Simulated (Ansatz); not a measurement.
A series of calculations on C2H9OPSi

### Relaxation

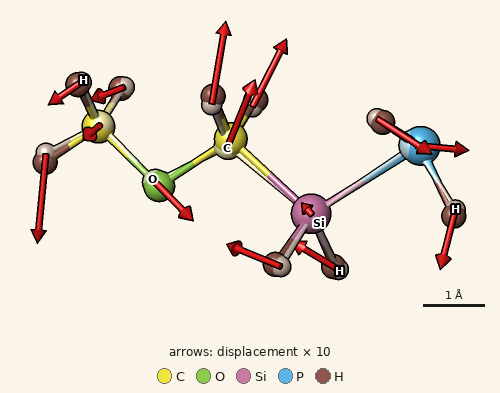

A relaxation of C₂H₉OPSi. The starting structure is drawn faded, the final one solid; red arrows show the displacements, 10 times their true length. The two geometries are superimposed by the best rigid fit.

A ball-and-stick model, seen at a tilt.

The run prepares an end point of a later path (torsion) calculation, from a guessed geometry.

Computed with RKS revPBE/STO-3G (Ansatz 0.2.0).

Input file:
```yaml
crystal:
  periodic: [false, false, false]
  atoms:
    - { symbol: C, position_ang: [-2.1663, 1.0434, 1.0848] }
    - { symbol: O, position_ang: [-1.5267, -0.0662, 0.6043] }
    - { symbol: C, position_ang: [-0.2887, 0.2779, 0.0038] }
    - { symbol: Si, position_ang: [0.8247, -1.1469, -0.6584] }
    - { symbol: P, position_ang: [2.6889, -0.385, -1.4639] }
    - { symbol: H, position_ang: [-1.6311, 1.6138, 1.8442] }
    - { symbol: H, position_ang: [-2.3968, 1.7743, 0.2486] }
    - { symbol: H, position_ang: [-3.1259, 0.783, 1.5015] }
    - { symbol: H, position_ang: [-0.432, 0.9985, -0.7604] }
    - { symbol: H, position_ang: [0.3474, 0.7914, 0.8006] }
    - { symbol: H, position_ang: [0.0471, -1.846, -1.7533] }
    - { symbol: H, position_ang: [1.112, -2.1313, 0.4243] }
    - { symbol: H, position_ang: [3.2552, -0.1149, -0.2119] }
    - { symbol: H, position_ang: [3.2791, -1.6211, -1.6356] }
basis:
  gaussian: { orbitals: STO-3G }
hamiltonian:
  xc: revpbe
relax:
  f_tol: 0.015
  max_steps: 40
```

Run as
```bash
ansatz run input.yaml --threads 1 --pin off --max-ram 2048MiB --backend cpu --events-out ev --progress --plain --runs-dir out
```

What did the optimiser do to the structure, and how much energy did it gain?

Answer. The atom that moves furthest after the best rigid fit is H8 (0.15 Å). By element the largest moves are H 0.15 Å, C 0.13 Å, O 0.10 Å, P 0.09 Å, Si 0.03 Å. Some distances before and after: C1–O2 1.368 → 1.482 Å, O2–C3 1.418 → 1.493 Å, Si4–P5 2.169 → 2.240 Å, C3–H9 1.060 → 1.123 Å. Bond angles that change, for instance: O2–C3–Si4 118.1° → 108.2°, Si4–C3–H10 104.5° → 110.5°, H13–P5–H14 96.4° → 90.9°. After 8 geometry steps the energy has fallen by 72.7 kJ/mol. Largest force component: 5.3 eV/Å at the start, 0.0058 eV/Å at the end.

Limits of the set-up: STO-3G is a minimal basis, so the numbers are rough.

### Relaxation

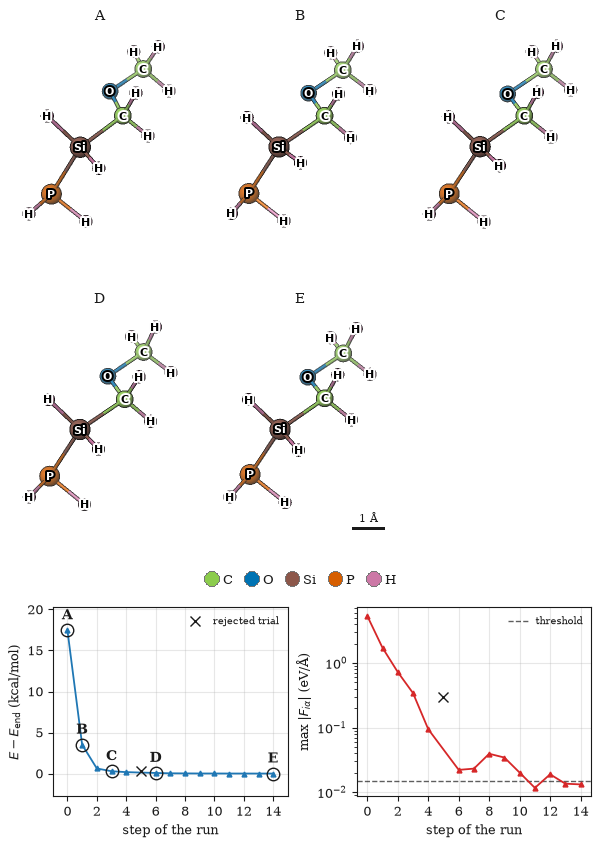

Frames of a relaxation of C₂H₉OPSi, marked on the history of the run. The picture is a ball-and-stick view, seen from a free direction.

The run prepares an end point of a later path (torsion) calculation, from a guessed geometry.

The calculation used RKS revPBE/STO-3G in Ansatz. Set-up: no spin polarisation; force threshold 0.015 eV/Å; at most 40 steps.

### What happens along the run?

After 13 accepted moves (14 points after the start) the energy has fallen by 17.5 kcal/mol. Largest force component: 5.3 eV/Å at the start, 0.013 eV/Å at the end. The line search rejected the trial step at point 5 of the run. An H atom moves most after the best rigid fit: 0.18 Å. Largest moves by element: H 0.18 Å, P 0.15 Å, C 0.15 Å, O 0.12 Å, Si 0.04 Å. Among the contacts that change: C–O 1.368 → 1.482 Å, C–O 1.418 → 1.492 Å, P–Si 2.169 → 2.239 Å, C–H 1.060 → 1.123 Å. Bond angles that change, for instance: O–C–Si 118.1° → 108.8°, H–P–H 96.4° → 90.8°, Si–C–H 104.5° → 109.8°. Cost: 42 s on 1 thread of Arm Neoverse V2 (shared host), peak memory 0.15 GiB. From step 0 to 1: an H atom moves most (0.18 Å), energy −13.9 kcal/mol. From step 1 to 3: an H atom moves most (0.10 Å), energy −3.23 kcal/mol. From step 3 to 6: an H atom moves most (0.10 Å), energy −0.21 kcal/mol. From step 6 to 14: an H atom moves most (0.10 Å), energy −0.07 kcal/mol.

Limits of the set-up: STO-3G is a minimal basis, so the numbers are rough.

### Path

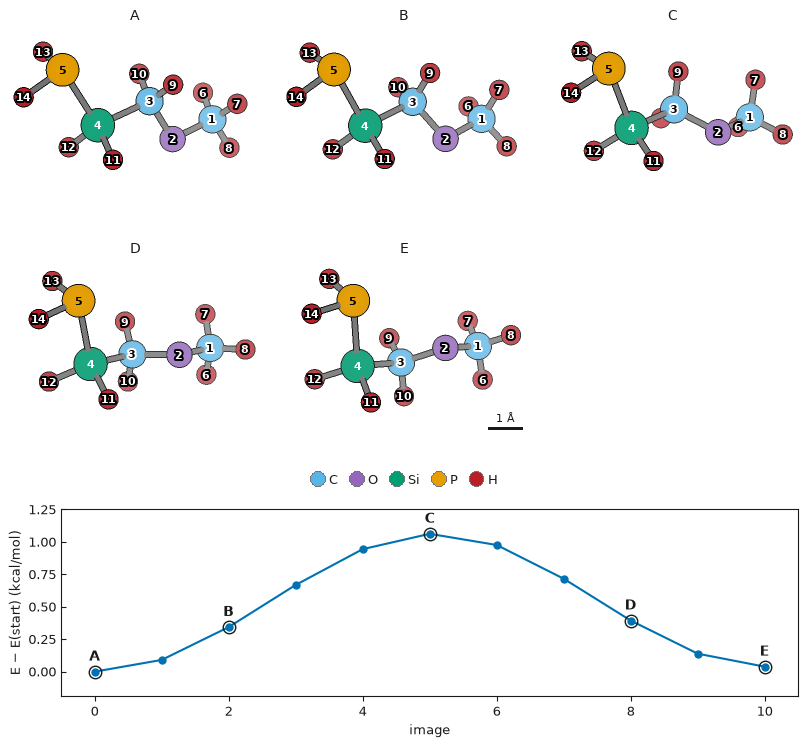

NEB run on C2H9OPSi. Images are numbered from 0 (start) to 10 (end). Frames A to E are images 0, 2, 5, 8, 10. The picture is a ball-and-stick view, seen from a free direction.

These are results of RKS revPBE/STO-3G in Ansatz 0.2.0, not measurements. Set-up: 9 movable images; climbing image; force threshold 0.05 eV/Å; iteration limit 47; starting path through a guess of the saddle point.

**What happens along the path, and what is the barrier?**

The barrier is about 1.06 kcal/mol in both directions, with image 5 at the top; the ends have nearly the same energy. The motion is a rotation about the C3–Si4 bond by about 125°. No bond forms or breaks between the ends. The band converged in 6 iterations, with a climbing image at the top. At the top, the vibrational analysis gives one imaginary mode (53i cm⁻¹), as a transition state must have.

Limits of the set-up: STO-3G is a minimal basis, so the numbers are rough.

The run took 2.4 min on 1 thread of Arm Neoverse V2 (shared host), peak memory 0.1 GiB.
